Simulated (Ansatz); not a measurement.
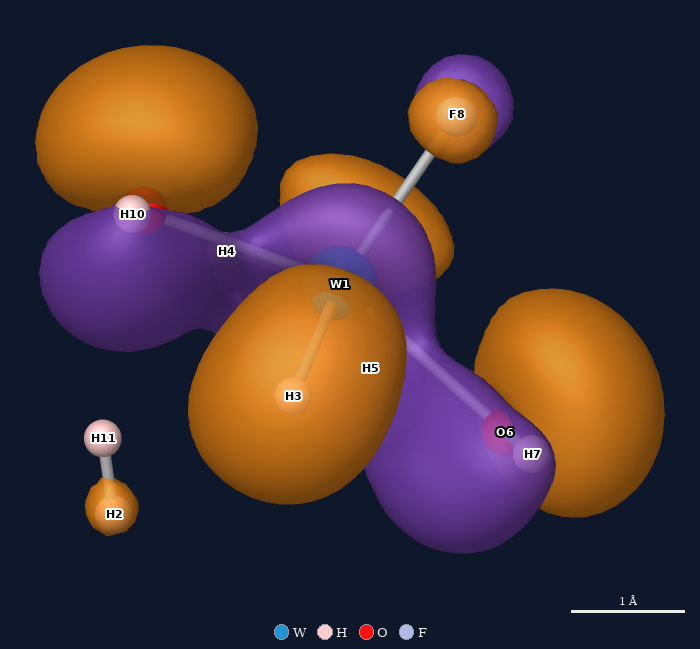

Figure 1: FH5O2W···H2. The HOMO−1 at ±0.08 Å⁻³ᐟ² (orange and purple are the two phases), seen at a tilt.

Core potentials replace the inner electrons of W; not at a stationary point (largest force 1.9 eV/Å).

Level of theory: Ansatz, RKS PBE/def2-SVP.

```xyz
11

W     0.2697    0.0849   -0.1593
H     0.0305    0.4810    2.7186
H     1.4493   -0.6571    0.8149
H    -0.6189    1.4419    0.3188
H    -1.3274   -0.0592    0.3383
O    -0.2902   -1.8025   -0.0538
H     0.4815   -2.4075   -0.0922
F     0.5244    0.1303   -1.9942
O     1.4559    1.5372    0.3968
H     2.3950    1.2622    0.4313
H     0.4183    0.8679    2.2415
```

> Describe this orbital and give its energy.

By Hirshfeld shares it lies mainly on O6 (about 30 %), O9 (about 30 %), W1 (about 20 %) and H3 (about 10 %). Its energy is −6.98 eV.
